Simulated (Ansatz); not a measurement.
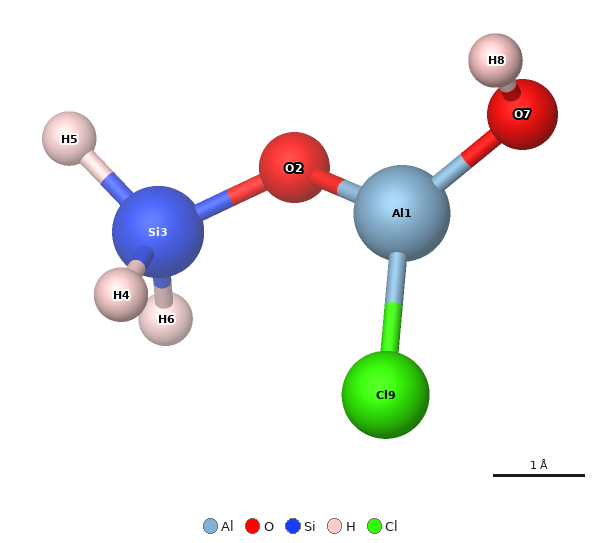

Fig. 1: The starting structure (ball-and-stick view, seen at a tilt; atoms are numbered from 1 in the order of the input). Sticks mark near contacts.

# AlSiH4ClO2: geometry relaxation

The run: geometry relaxation of AlSiH4ClO2. Method and program: RKS r2SCAN/STO-3G (Ansatz 0.2.0).

It belongs to a series of runs on one base structure; here: start relaxed. Figures and captions count atoms from 1; the log counts them from 0 in places.

## Log
```
The last accepted step is kept in [file] (removed where the run ends without a failure and the disk answers)
Engine: ansatz 0.2.0, aarch64-unknown-linux-gnu
Functional definition: r2SCAN
  parameter k0 = 0.174
  parameter k1 = 0.065
  parameter a1 = 4.9479
  exchange = r2scan_x(k0 = k0, k1 = k1, a1 = a1)
  correlation = r2scan_c
536 factors; integrals over basis functions are off by at most 1.4e-5 eV
mean field evaluation 1: about -30787.3388 eV, gradient 4.1e1 eV
mean field evaluation 2: about -30762.2760 eV, gradient 1.1e2 eV
mean field evaluation 4: about -30793.1609 eV, gradient 9.3e0 eV
mean field evaluation 8: about -30793.3825 eV, gradient 1.4e-1 eV
mean field -30793.38258008 eV, -1131.6359373137 hartree, gradient 1.5e-5 eV, S^2 0.000000; 0 other end points of the search recorded, 0 dependent functions left out
the calculation of the forces begins
reference -30793.38258661 eV, -1131.6359375534 hartree; 32, 32 occupied and 9, 9 virtual orbitals, 536 factors
relax step   1: F+E_penalty+E_count = -30793.38258008 eV  Δ(F+E_penalty+E_count) = +0.000e0 eV  max|allowed force component| = 3.192e0 eV/Å  Δτ_max = 0.0000 Å  (23 SCF iters, accepted)
these checks for a lower state are left out or cut short: starts, cluster_reference, orbital_swaps, neighbouring_geometries, increment
536 factors; integrals over basis functions are off by at most 1.7e-5 eV
mean field evaluation 16: about -30793.5755 eV, gradient 7.2e0 eV
mean field -30793.83384301 eV, -1131.6525209204 hartree, gradient 1.9e-5 eV, S^2 0.000000; 0 other end points of the search recorded, 0 dependent functions left out
[... from here on the field's lines of each further geometry are left out, up to the last ...]
relax step   2: F+E_penalty+E_count = -30793.83384301 eV  Δ(F+E_penalty+E_count) = -4.513e-1 eV  max|allowed force component| = 1.607e0 eV/Å  Δτ_max = 0.1921 Å  (24 SCF iters, accepted)
relax step   3: F+E_penalty+E_count = -30793.89813274 eV  Δ(F+E_penalty+E_count) = -6.429e-2 eV  max|allowed force component| = 1.044e0 eV/Å  Δτ_max = 0.0643 Å  (25 SCF iters, accepted)
relax step   4: F+E_penalty+E_count = -30793.93412043 eV  Δ(F+E_penalty+E_count) = -3.599e-2 eV  max|allowed force component| = 1.766e0 eV/Å  Δτ_max = 0.1610 Å  (30 SCF iters, accepted)
relax step   5: F+E_penalty+E_count = -30794.04327749 eV  Δ(F+E_penalty+E_count) = -1.092e-1 eV  max|allowed force component| = 8.695e-1 eV/Å  Δτ_max = 0.2000 Å  (30 SCF iters, accepted)
relax step   6: F+E_penalty+E_count = -30794.16074352 eV  Δ(F+E_penalty+E_count) = -1.175e-1 eV  max|allowed force component| = 4.563e-1 eV/Å  Δτ_max = 0.1999 Å  (29 SCF iters, accepted)
relax step   7: F+E_penalty+E_count = -30794.20049881 eV  Δ(F+E_penalty+E_count) = -3.976e-2 eV  max|allowed force component| = 2.613e-1 eV/Å  Δτ_max = 0.1222 Å  (24 SCF iters, accepted)
relax step   8: F+E_penalty+E_count = -30794.23611400 eV  Δ(F+E_penalty+E_count) = -3.562e-2 eV  max|allowed force component| = 3.892e-1 eV/Å  Δτ_max = 0.1994 Å  (30 SCF iters, accepted)
relax step   9: F+E_penalty+E_count = -30794.25004808 eV  Δ(F+E_penalty+E_count) = -1.393e-2 eV  max|allowed force component| = 9.854e-2 eV/Å  Δτ_max = 0.0903 Å  (24 SCF iters, accepted)
relax step  10: F+E_penalty+E_count = -30794.25208303 eV  Δ(F+E_penalty+E_count) = -2.035e-3 eV  max|allowed force component| = 1.340e-1 eV/Å  Δτ_max = 0.0699 Å  (24 SCF iters, accepted)
relax step  11: F+E_penalty+E_count = -30794.25285496 eV  Δ(F+E_penalty+E_count) = -7.719e-4 eV  max|allowed force component| = 5.879e-2 eV/Å  Δτ_max = 0.0275 Å  (24 SCF iters, accepted)
relax step  12: F+E_penalty+E_count = -30794.25352945 eV  Δ(F+E_penalty+E_count) = -6.745e-4 eV  max|allowed force component| = 2.804e-2 eV/Å  Δτ_max = 0.0393 Å  (25 SCF iters, accepted)
the calculation of the forces begins
reference -30794.25379597 eV, -1131.6679539069 hartree; 32, 32 occupied and 9, 9 virtual orbitals, 537 factors
relax step  13: F+E_penalty+E_count = -30794.25378963 eV  Δ(F+E_penalty+E_count) = -2.602e-4 eV  max|allowed force component| = 1.559e-2 eV/Å  Δτ_max = 0.0449 Å  (25 SCF iters, accepted)
```

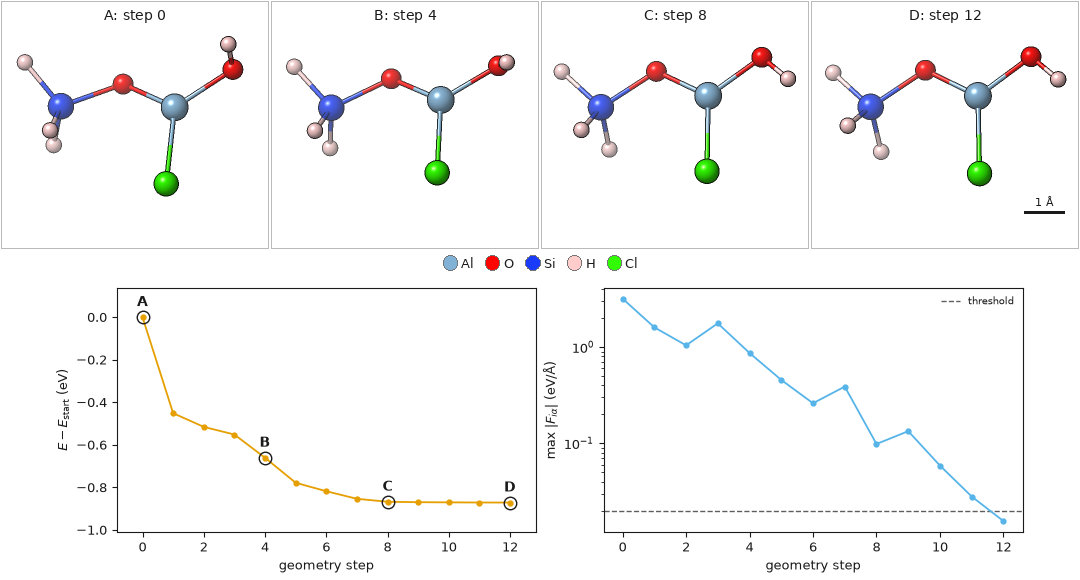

Fig. 2: Frames of the relaxation (ball-and-stick view, seen at a tilt) above the curves, on which the letters mark them (the first geometry is step 0 here and step 1 in the log).

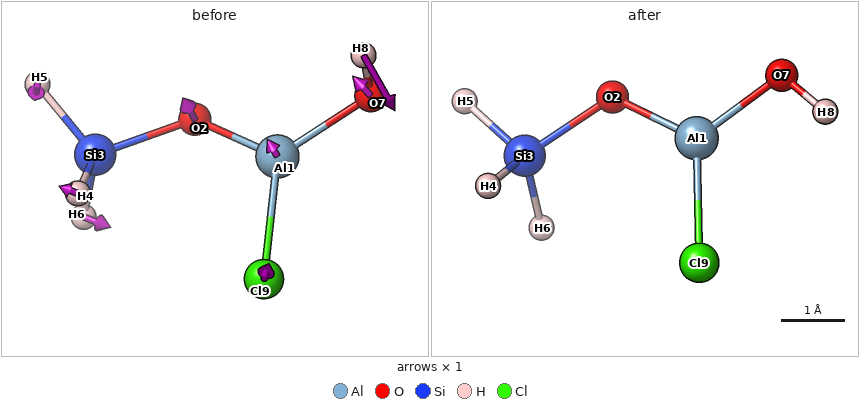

Fig. 3: Before (left) and after (right) the relaxation, at one scale (ball-and-stick view, seen at a tilt). The pink arrows give the displacements, at true length. H8 moves most after the best rigid fit: 1.05 Å. Largest moves by element: H 1.05 Å, O 0.54 Å, Cl 0.40 Å, Al 0.35 Å, Si 0.07 Å. Among the contacts that change: Al1–Cl9 2.230 → 2.095 Å, Al1–O2 1.780 → 1.672 Å, Al1–O7 1.780 → 1.693 Å, O2–Si3 1.680 → 1.698 Å. Among the angles that change: Al1–O7–H8 109.5° → 105.3°, Al1–O2–Si3 125.0° → 120.9°, O2–Si3–H5 109.5° → 106.6°. Over 12 geometry steps the energy falls by 0.871 eV. Largest force component: 3.2 eV/Å at the start, 0.016 eV/Å at the end. (Atoms are counted from 1 in the order of the input.)

```
537 factors; integrals over basis functions are off by at most 2.0e-5 eV
mean field -30794.25378963 eV, -1131.6679536738 hartree, gradient 1.2e-5 eV, S^2 0.000000; 1 other end points of the search recorded, 0 dependent functions left out
the calculation of the forces begins
reference -30794.25379597 eV, -1131.6679539069 hartree; 32, 32 occupied and 9, 9 virtual orbitals, 537 factors
Total energy: -30794.25379597 eV, -1131.6679539069 hartree
Atom 0 at     0.131017    -0.269931     0.177566 Å, force     0.015392     0.001323    -0.004820 eV/Å
Atom 1 at     0.107226    -0.512731     1.831805 Å, force    -0.002719     0.002912    -0.008009 eV/Å
Atom 2 at    -1.349518    -0.449013     2.701899 Å, force    -0.014198     0.000719     0.011496 eV/Å
Atom 3 at    -2.298841    -1.451983     2.250668 Å, force     0.004914     0.003647     0.003730 eV/Å
Atom 4 at    -1.015233    -0.710161     4.086090 Å, force    -0.002364     0.001540    -0.003674 eV/Å
Atom 5 at    -1.980489     0.856529     2.609254 Å, force     0.003739    -0.008904     0.001936 eV/Å
Atom 6 at     1.633235    -0.332153    -0.601309 Å, force    -0.014203     0.001393    -0.015586 eV/Å
Atom 7 at     1.432244    -0.163520    -1.586347 Å, force     0.005983    -0.002720     0.013669 eV/Å
Atom 8 at    -1.610941     0.100361    -0.926526 Å, force     0.003457     0.000091     0.001259 eV/Å
Dipole moment:     0.251707    -0.046951     0.118063 e Å
```

## Trajectory as extended XYZ (Å, eV, eV/Å), 13 frames, from step=1 to step=13
```
9
Properties=species:S:1:pos:R:3:forces:R:3 step=1 energy=-30793.38258
Al    0.0000    0.0000    0.0000    0.0321  -0.6843   1.0408
O     0.0000    0.0000    1.7800    0.9651   0.2279  -3.1916
Si   -1.3147   -0.4067    2.7436   -0.7903  -0.0864  -0.2058
H    -2.2390   -1.2403    1.9804   -0.0720   0.0436   0.3226
H    -0.8506   -1.1432    3.9157    0.0146   0.1731  -0.2324
H    -1.9987    0.8095    3.1733    0.0259  -0.2128   0.0387
O     1.5415    0.0000   -0.8900   -1.6971   1.0488   0.9972
H     1.8414   -0.9519   -1.0449   -0.2796  -0.5869   0.1356
Cl   -1.9312    0.0000   -1.1150    1.8012   0.0770   1.0950
9
Properties=species:S:1:pos:R:3:forces:R:3 step=2 energy=-30793.83384
Al    0.0225   -0.1814    0.0469    0.9046   0.6037   0.5452
O     0.0446   -0.0632    1.7585    0.1789  -0.0857  -1.6067
Si   -1.3346   -0.3827    2.6876   -0.3150  -0.2271   0.2379
H    -2.3227   -1.2013    1.9964    0.0542   0.1013   0.0640
H    -0.8846   -1.1168    3.8553   -0.0149   0.0229  -0.0097
H    -1.9684    0.8422    3.1494    0.0650  -0.0202  -0.1286
O     1.4990    0.0844   -0.8590   -1.0281  -0.4245   0.7492
H     1.8102   -0.8559   -1.1204   -0.0526   0.1353  -0.0230
Cl   -1.8172   -0.0578   -0.9716    0.2080  -0.1058   0.1717
9
Properties=species:S:1:pos:R:3:forces:R:3 step=3 energy=-30793.89813
Al    0.0310   -0.1516    0.0606    1.0439   0.3777   0.3502
O     0.0579   -0.0823    1.7494   -0.0701  -0.0802  -0.7951
Si   -1.3343   -0.3932    2.6735   -0.0763  -0.0771   0.2079
H    -2.3244   -1.2217    2.0033    0.0622   0.0404  -0.0045
H    -0.8825   -1.0965    3.8572   -0.0247  -0.0008   0.0165
H    -1.9721    0.8406    3.0989    0.0449   0.0101  -0.0919
O     1.5111    0.0854   -0.8149   -0.6074  -0.6597   0.4179
H     1.7531   -0.8591   -1.1498   -0.1065   0.4566   0.0267
Cl   -1.7912   -0.0542   -0.9351   -0.2661  -0.0669  -0.1277
9
Properties=species:S:1:pos:R:3:forces:R:3 step=4 energy=-30793.93412
Al    0.0663   -0.1183    0.0924    0.2196   0.1131   0.0715
O     0.0731   -0.1227    1.7579   -0.2240  -0.0566   0.1105
Si   -1.3375   -0.4031    2.6725    0.1509   0.0825   0.0780
H    -2.3159   -1.2448    2.0086    0.0243  -0.0265  -0.0292
H    -0.9049   -1.0682    3.8855   -0.0374   0.0266   0.0059
H    -1.9763    0.8530    3.0266    0.0358  -0.0230  -0.0310
O     1.5544    0.0772   -0.7221    0.2052  -1.7658  -0.8088
H     1.6500   -0.8308   -1.2703   -0.1997   1.7149   0.7603
Cl   -1.7606   -0.0749   -0.9080   -0.1747  -0.0653  -0.1571
9
Properties=species:S:1:pos:R:3:forces:R:3 step=5 energy=-30794.04328
Al    0.0989   -0.1397    0.1291    0.0926   0.1004  -0.2887
O     0.0617   -0.1742    1.7923   -0.0549  -0.0168   0.0528
Si   -1.3512   -0.4098    2.7044    0.1523   0.0391   0.0651
H    -2.3185   -1.2855    2.0741   -0.0286  -0.0425  -0.0841
H    -0.9334   -1.0181    3.9514   -0.0174   0.0325   0.0098
H    -1.9886    0.8608    2.9891   -0.0284   0.0409  -0.0047
O     1.5903    0.0193   -0.6887   -0.0384  -0.8695  -0.2253
H     1.5583   -0.7247   -1.4128   -0.0490   0.8165   0.4046
Cl   -1.6688   -0.0608   -0.9958   -0.0281  -0.1007   0.0706
9
Properties=species:S:1:pos:R:3:forces:R:3 step=6 energy=-30794.16074
Al    0.1052   -0.1809    0.1367   -0.0111   0.0673  -0.0474
O     0.0599   -0.1619    1.8021   -0.0195  -0.0234   0.0715
Si   -1.3524   -0.3931    2.7139    0.1047   0.0140  -0.0663
H    -2.3235   -1.2464    2.0542   -0.0303  -0.0114  -0.0112
H    -0.9542   -1.0266    3.9547   -0.0003   0.0365   0.0072
H    -1.9757    0.8827    3.0120   -0.0204   0.0157   0.0026
O     1.6296   -0.0960   -0.6078   -0.0494  -0.4563  -0.3004
H     1.5136   -0.5612   -1.5189   -0.0125   0.4349   0.3434
Cl   -1.6538   -0.1492   -1.0038    0.0389  -0.0775   0.0005
9
Properties=species:S:1:pos:R:3:forces:R:3 step=7 energy=-30794.20050
Al    0.1160   -0.2000    0.1525    0.0622   0.0346  -0.0046
O     0.0752   -0.2146    1.8191   -0.0105   0.0097   0.0275
Si   -1.3531   -0.3899    2.7163    0.0502  -0.0408  -0.0157
H    -2.3423   -1.2237    2.0557   -0.0112   0.0125   0.0027
H    -0.9844   -1.0190    3.9683   -0.0071   0.0338   0.0097
H    -1.9435    0.9060    2.9958   -0.0139   0.0149  -0.0125
O     1.6379   -0.1284   -0.5966   -0.1023  -0.2613  -0.1068
H     1.4640   -0.4544   -1.5513    0.0535   0.2431   0.1098
Cl   -1.6210   -0.2085   -1.0167   -0.0209  -0.0465  -0.0100
9
Properties=species:S:1:pos:R:3:forces:R:3 step=8 energy=-30794.23611
Al    0.1429   -0.2341    0.1814   -0.0318  -0.0398   0.0072
O     0.1234   -0.3632    1.8469   -0.0156  -0.0233   0.0712
Si   -1.3467   -0.4145    2.6987   -0.0115   0.0619   0.0476
H    -2.3243   -1.3004    2.0882    0.0270   0.0074   0.0292
H    -1.0461   -0.9019    4.0323   -0.0001   0.0559  -0.0784
H    -1.9280    0.9168    2.7973    0.0207  -0.0915   0.0119
O     1.6498   -0.2269   -0.5963   -0.1582  -0.0687  -0.3892
H     1.4235   -0.2727   -1.5978    0.1162   0.0863   0.3610
Cl   -1.6457   -0.1358   -0.9077    0.0534   0.0118  -0.0606
9
Properties=species:S:1:pos:R:3:forces:R:3 step=9 energy=-30794.25005
Al    0.1358   -0.2665    0.1761   -0.0985  -0.0069   0.0036
O     0.1084   -0.4413    1.8364    0.0194  -0.0151   0.0482
Si   -1.3501   -0.4259    2.7048    0.0213   0.0150  -0.0243
H    -2.3321   -1.3483    2.1624   -0.0012  -0.0110   0.0132
H    -1.0271   -0.8247    4.0582   -0.0083   0.0079   0.0134
H    -1.9328    0.9046    2.7303   -0.0061  -0.0074   0.0051
O     1.6395   -0.2767   -0.5967    0.0711  -0.0073  -0.0142
H     1.4344   -0.1835   -1.5900   -0.0037   0.0116  -0.0174
Cl   -1.6274   -0.0702   -0.9384    0.0061   0.0133  -0.0275
9
Properties=species:S:1:pos:R:3:forces:R:3 step=10 energy=-30794.25208
Al    0.1301   -0.2807    0.1721   -0.0475   0.0221  -0.0354
O     0.1026   -0.4873    1.8308    0.0103  -0.0137  -0.0045
Si   -1.3495   -0.4363    2.7080   -0.0459  -0.0087   0.0359
H    -2.3299   -1.3914    2.2174    0.0287   0.0250  -0.0003
H    -1.0232   -0.7718    4.0796    0.0140   0.0138  -0.0440
H    -1.9431    0.8904    2.6820    0.0055  -0.0259  -0.0123
O     1.6370   -0.2990   -0.5992    0.0081   0.0140  -0.1026
H     1.4406   -0.1506   -1.5906   -0.0032  -0.0251   0.1340
Cl   -1.6159   -0.0059   -0.9570    0.0298  -0.0014   0.0293
9
Properties=species:S:1:pos:R:3:forces:R:3 step=11 energy=-30794.25285
Al    0.1281   -0.2743    0.1731   -0.0230  -0.0052  -0.0116
O     0.1007   -0.4980    1.8297    0.0090  -0.0010  -0.0192
Si   -1.3505   -0.4408    2.7082   -0.0111   0.0077   0.0012
H    -2.3242   -1.4067    2.2266    0.0198   0.0093   0.0215
H    -1.0124   -0.7538    4.0821   -0.0204   0.0070  -0.0346
H    -1.9529    0.8812    2.6604    0.0046  -0.0224   0.0068
O     1.6355   -0.3112   -0.5971   -0.0042   0.0172  -0.0479
H     1.4388   -0.1504   -1.5851    0.0027  -0.0173   0.0588
Cl   -1.6145    0.0215   -0.9549    0.0224   0.0046   0.0251
9
Properties=species:S:1:pos:R:3:forces:R:3 step=12 energy=-30794.25353
Al    0.1301   -0.2722    0.1766    0.0280   0.0009  -0.0247
O     0.1061   -0.5023    1.8322    0.0035   0.0004  -0.0057
Si   -1.3495   -0.4438    2.7036   -0.0164  -0.0001   0.0164
H    -2.3108   -1.4267    2.2347    0.0040  -0.0012   0.0005
H    -1.0164   -0.7357    4.0816   -0.0019   0.0010   0.0050
H    -1.9660    0.8700    2.6384    0.0016  -0.0032  -0.0034
O     1.6343   -0.3183   -0.5996   -0.0090  -0.0014   0.0110
H     1.4337   -0.1607   -1.5862   -0.0031  -0.0008  -0.0006
Cl   -1.6128    0.0570   -0.9382   -0.0067   0.0044   0.0014
9
Properties=species:S:1:pos:R:3:forces:R:3 step=13 energy=-30794.25379
Al    0.1310   -0.2699    0.1776    0.0154   0.0013  -0.0048
O     0.1072   -0.5127    1.8318   -0.0027   0.0029  -0.0080
Si   -1.3495   -0.4490    2.7019   -0.0142   0.0007   0.0115
H    -2.2988   -1.4520    2.2507    0.0049   0.0036   0.0037
H    -1.0152   -0.7102    4.0861   -0.0024   0.0015  -0.0037
H    -1.9805    0.8565    2.6093    0.0037  -0.0089   0.0019
O     1.6332   -0.3322   -0.6013   -0.0142   0.0014  -0.0156
H     1.4322   -0.1635   -1.5863    0.0060  -0.0027   0.0137
Cl   -1.6109    0.1004   -0.9265    0.0035   0.0001   0.0013
```

The run was set up as follows.

## Input file
```yaml
crystal:
  periodic: [false, false, false]
  atoms:
    - { symbol: Al, position_ang: [0.0, 0.0, 0.0] }
    - { symbol: O, position_ang: [0.0, 0.0, 1.78] }
    - { symbol: Si, position_ang: [-1.3147, -0.4067, 2.7436] }
    - { symbol: H, position_ang: [-2.239, -1.2403, 1.9804] }
    - { symbol: H, position_ang: [-0.8506, -1.1432, 3.9157] }
    - { symbol: H, position_ang: [-1.9987, 0.8095, 3.1733] }
    - { symbol: O, position_ang: [1.5415, 0.0, -0.89] }
    - { symbol: H, position_ang: [1.8414, -0.9519, -1.0449] }
    - { symbol: Cl, position_ang: [-1.9312, 0.0, -1.115] }
basis:
  gaussian: { orbitals: STO-3G }
hamiltonian:
  xc: r2scan
relax:
  f_tol: 0.02
  max_steps: 40
```

Command:
```bash
ansatz run input.yaml --threads 1 --pin off --max-ram 2048MiB --backend cpu --events-out ev --progress --plain --runs-dir out
```

## Summary

```tsv
quantity	value
outcome	converged
total energy	−30794.2538 eV
mean-field energy	−30794.2538 eV
largest force (length of the vector) at the end	0.021 eV/Å
hardware	1 thread of Arm Neoverse V2, 24 GiB of memory available, shared host
wall time	54 s
peak memory	0.16 GiB
```
